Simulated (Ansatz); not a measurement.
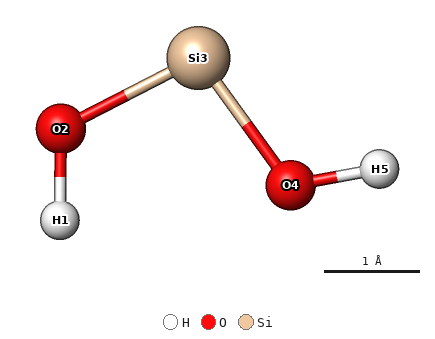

Fig. 1: The input geometry (ball-and-stick view, seen at a tilt; atoms are numbered from 1 in the order of the input). Bond lengths as drawn: H–O 0.96 Å and O–Si 1.64 to 1.66 Å.

# SiH2O2: nudged elastic band

System: SiH2O2.
Method: RKS PBE0-D4/def2-SVP (Ansatz 0.2.0).

Some settings of this run were made unusual or wrong on purpose. Figures and captions count atoms from 1; the log counts them from 0 in places.

Input file
```yaml
crystal:
  periodic: [false, false, false]
  atoms:
    - {symbol: H, position_ang: [-0.651503, -0.928672, -1.176135]}
    - {symbol: O, position_ang: [-0.208758, -1.392154, -0.456544]}
    - {symbol: Si, position_ang: [0.454645, -0.482015, 0.738323]}
    - {symbol: O, position_ang: [0.059400, 1.032127, 0.176084]}
    - {symbol: H, position_ang: [0.346316, 1.770814, 0.718273]}
basis:
  gaussian: {orbitals: def2-SVP}
hamiltonian: {xc: pbe0, dispersion: d4}
neb:
  images: 5
  climbing: true
  max_iterations: 30
  initial_path: idpp
  spring: 500.0
  final_atoms:
    - {symbol: H, position_ang: [-0.487793, 0.426093, -0.620253]}
    - {symbol: O, position_ang: [0.015273, -1.726342, -0.467511]}
    - {symbol: Si, position_ang: [0.509582, -1.237605, 0.887086]}
    - {symbol: O, position_ang: [-0.301286, 0.894819, 0.207952]}
    - {symbol: H, position_ang: [0.264323, 1.643135, -0.007275]}
```

Hardware: 2 threads of Arm Neoverse V1, 23 GiB of memory available, shared host.

Run as:
```bash
ansatz run in.yaml --threads 2 --pin off --events-out ev --progress --plain --max-ram 4352MiB
```

What the program printed
```
Functional definition: PBE0
  name "PBE0"
  cite "Adamo & Barone, J. Chem. Phys. 110, 6158 (1999) doi:10.1063/1.478522"
  cite "Perdew, Burke & Ernzerhof, Phys. Rev. Lett. 77, 3865 (1996) doi:10.1103/PhysRevLett.77.3865"
  parent pbe
  parameter a = 0.25
  parameter kappa = 0.804
  parameter beta = 0.06672455060314922
  exchange = (1 - a)*pbe_x(kappa = kappa, mu = beta*pi^2/3) + a*exact_x
  correlation = pbe_c(beta = beta)
564 factors; integrals over basis functions are off by at most 2.5e-4 eV
mean field evaluation 1: about -11985.0924 eV, gradient 6.4e1 eV
mean field evaluation 2: about -11971.6124 eV, gradient 1.0e2 eV
mean field evaluation 4: about -11992.1677 eV, gradient 1.3e0 eV
mean field evaluation 8: about -11992.1722 eV, gradient 3.0e-2 eV
mean field -11992.17216465 eV, -440.7041984647 hartree, gradient 5.5e-5 eV, S^2 0.000000; 0 other end points of the search recorded, 0 dependent functions left out
the calculation of the forces begins
reference -11992.17218517 eV, -440.7041992187 hartree; 16, 16 occupied and 40, 40 virtual orbitals, 564 factors
566 factors; integrals over basis functions are off by at most 1.1e-3 eV
mean field evaluation 16: about -11988.0528 eV, gradient 3.6e1 eV
mean field -11990.74168936 eV, -440.6516294673 hartree, gradient 1.8e-5 eV, S^2 0.000000; 0 other end points of the search recorded, 0 dependent functions left out
[... from here on the field's lines of each further geometry are left out, up to the last ...]
WARN: NEB end point (image 0): max|allowed force component| = 6.252e-1 eV/Å (the criterion of neb.relax_end_points is 1.000e-2). That is over neb.f_tol: it is no minimum, so the barrier can be far off. Relax it first
WARN: NEB end point (image 6): max|allowed force component| = 6.856e-1 eV/Å (the criterion of neb.relax_end_points is 1.000e-2). That is over neb.f_tol: it is no minimum, so the barrier can be far off. Relax it first
NEB iter   1: max|band force component| = 4.287e0 eV/Å  barrier→ = 3.4218 eV  barrier← = 1.9930 eV  Δτ_max = 0.2000 Å  (165 SCF iters)
NEB iter   2: max|band force component| = 3.240e0 eV/Å  barrier→ = 2.0541 eV  barrier← = 0.6253 eV  Δτ_max = 0.2000 Å  (145 SCF iters)
NEB iter   3: max|band force component| = 2.090e1 eV/Å  barrier→ = 2.4972 eV  barrier← = 1.0684 eV  Δτ_max = 0.0989 Å  (147 SCF iters)
NEB iter   4: max|band force component| = 2.309e0 eV/Å  barrier→ = 1.6914 eV  barrier← = 0.2626 eV  Δτ_max = 0.1026 Å  (143 SCF iters)
NEB iter   5: max|band force component| = 9.220e-1 eV/Å  barrier→ = 1.6704 eV  barrier← = 0.2416 eV  Δτ_max = 0.0518 Å  (131 SCF iters)
NEB iter   6: max|band force component| = 4.586e-1 eV/Å  barrier→ = 1.6356 eV  barrier← = 0.2068 eV  CI = image 4  Δτ_max = 0.0476 Å  (125 SCF iters)
NEB iter   7: max|band force component| = 3.174e-1 eV/Å  barrier→ = 1.6405 eV  barrier← = 0.2117 eV  CI = image 4  Δτ_max = 0.0150 Å  (122 SCF iters)
NEB iter   8: max|band force component| = 1.167e-1 eV/Å  barrier→ = 1.6386 eV  barrier← = 0.2098 eV  CI = image 4  Δτ_max = 0.0155 Å  (122 SCF iters)
NEB iter   9: max|band force component| = 7.703e-2 eV/Å  barrier→ = 1.6378 eV  barrier← = 0.2090 eV  CI = image 4  Δτ_max = 0.0123 Å  (120 SCF iters)
the calculation of the forces begins
reference -11990.99800506 eV, -440.6610488957 hartree; 16, 16 occupied and 40, 40 virtual orbitals, 564 factors
these checks for a lower state are left out or cut short: stability, starts, cluster_reference, orbital_swaps, neighbouring_geometries, increment
566 factors; integrals over basis functions are off by at most 9.3e-4 eV
mean field -11990.57394216 eV, -440.6454648716 hartree, gradient 1.2e-6 eV, S^2 0.000000; 0 other end points of the search recorded, 0 dependent functions left out
the calculation of the forces begins
reference -11990.57396099 eV, -440.6454655635 hartree; 16, 16 occupied and 40, 40 virtual orbitals, 566 factors
NEB iter  10: max|band force component| = 3.001e-2 eV/Å  barrier→ = 1.6377 eV  barrier← = 0.2089 eV  CI = image 4  Δτ_max = 0.0000 Å  (705 SCF iters)
```

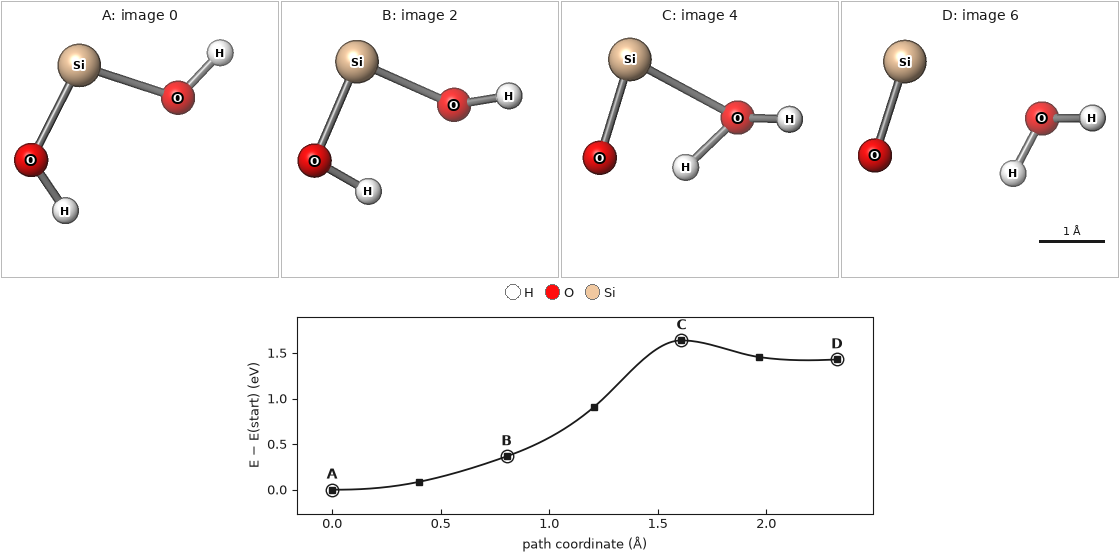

Fig. 2: Images of the last band (counted from 0; ball-and-stick, seen on its broad side) above the energy along the path; the line is a cubic interpolation that uses the forces. The highest image is number 4, 1.638 eV above the start and 0.209 eV above the end (the climbing image); the end lies 1.429 eV above the start. The path is 2.33 Å long. The band converged in 10 iterations. The end points carry forces over 0.1 eV/Å, so they aren't fully relaxed minima and the barriers are approximate.

```
Total energy: -11990.59287669 eV, -440.6461607027 hartree
Atom 0 at    -0.268085    -0.198993    -0.593369 Å, force     0.003287     0.003448     0.005741 eV/Å
Atom 1 at     0.204746    -1.439523    -0.250695 Å, force     0.000361     0.001778    -0.002027 eV/Å
Atom 2 at     0.450662    -0.648834     1.105197 Å, force    -0.001941     0.006352    -0.006088 eV/Å
Atom 3 at    -0.411224     0.741087     0.025879 Å, force    -0.006651    -0.001790     0.002613 eV/Å
Atom 4 at     0.024000     1.546363    -0.287011 Å, force     0.004944    -0.009788    -0.000239 eV/Å
Dipole moment:     0.139485     0.608421     0.067272 e Å
```

The last band as extended XYZ (Å, eV, eV/Å)
```
5
Properties=species:S:1:pos:R:3:forces:R:3 image=0 energy=-11992.23052
H    -0.6515   -0.9287   -1.1761   -0.0815   0.0874  -0.1323
O    -0.2088   -1.3922   -0.4565   -0.1625  -0.3826  -0.3045
Si    0.4546   -0.4820    0.7383    0.3732  -0.1371   0.6251
O     0.0594    1.0321    0.1761   -0.1748   0.3067  -0.2749
H     0.3463    1.7708    0.7183    0.0456   0.1257   0.0865
5
Properties=species:S:1:pos:R:3:forces:R:3 image=1 energy=-11992.14389
H    -0.4871   -0.7683   -1.0540   -0.0768  -0.2383  -0.1550
O    -0.1065   -1.4175   -0.4396   -0.0436  -0.0791   0.0657
Si    0.4588   -0.5219    0.8434    0.0120   0.1213  -0.0657
O    -0.1126    0.9274    0.2004    0.1273   0.0826  -0.1399
H     0.2475    1.7804    0.4498   -0.0189   0.1134   0.2950
5
Properties=species:S:1:pos:R:3:forces:R:3 image=2 energy=-11991.86479
H    -0.3640   -0.6326   -0.9142   -0.1259  -0.5191  -0.4311
O     0.0019   -1.3988   -0.4280   -0.0467  -0.1141   0.1108
Si    0.4321   -0.5458    0.9354    0.0139   0.2575  -0.0816
O    -0.2476    0.8643    0.2652    0.1022   0.1039   0.0238
H     0.1777    1.7130    0.1416    0.0565   0.2718   0.3780
5
Properties=species:S:1:pos:R:3:forces:R:3 image=3 energy=-11991.32256
H    -0.2698   -0.4521   -0.7103    0.1020  -1.6739  -0.6578
O     0.0923   -1.3673   -0.3933   -0.2652   0.3445  -0.2511
Si    0.4172   -0.5885    1.0208   -0.1735   0.8128  -0.1613
O    -0.3349    0.8054    0.2021    0.2530   0.2681   0.6811
H     0.0953    1.6026   -0.1192    0.0836   0.2485   0.3891
5
Properties=species:S:1:pos:R:3:forces:R:3 image=4 energy=-11990.59286
H    -0.2681   -0.1990   -0.5934    0.0033   0.0034   0.0057
O     0.2047   -1.4395   -0.2507    0.0004   0.0018  -0.0020
Si    0.4507   -0.6488    1.1052   -0.0019   0.0064  -0.0061
O    -0.4112    0.7411    0.0259   -0.0067  -0.0018   0.0026
H     0.0240    1.5464   -0.2870    0.0049  -0.0098  -0.0002
5
Properties=species:S:1:pos:R:3:forces:R:3 image=5 energy=-11990.77608
H    -0.3464   -0.0050   -0.6516   -0.0964   0.2270  -0.0603
O     0.3422   -1.5680   -0.1000    0.0989  -0.1243   0.0964
Si    0.4912   -0.7275    1.1955    0.0432  -0.1386   0.0559
O    -0.4895    0.7727   -0.0474   -0.0586   0.0460  -0.0430
H     0.0025    1.5279   -0.3964    0.0128  -0.0100  -0.0489
5
Properties=species:S:1:pos:R:3:forces:R:3 image=6 energy=-11990.80173
H    -0.4414    0.1031   -0.7738    0.0275  -0.0547  -0.1448
O     0.4461   -1.7292    0.1007   -0.0828  -0.4874  -0.6856
Si    0.5761   -0.7770    1.2817    0.0589   0.5725   0.6626
O    -0.5073    0.8145   -0.1181   -0.1108  -0.0954   0.2791
H    -0.0734    1.5886   -0.4905    0.1072   0.0650  -0.1113
```

What the run reported

```csv
quantity,value
outcome,converged
"barrier, forward",1.638 eV
"barrier, backward",0.209 eV
dipole moment (one image of the band),3.02 D
wall time,44 s (CPU time 82 s)
peak memory,0.31 GiB
```

What went wrong

The input was spoiled on purpose: stiff springs. The run converged all the same; its numbers are those of the faulty input and shouldn't be used.
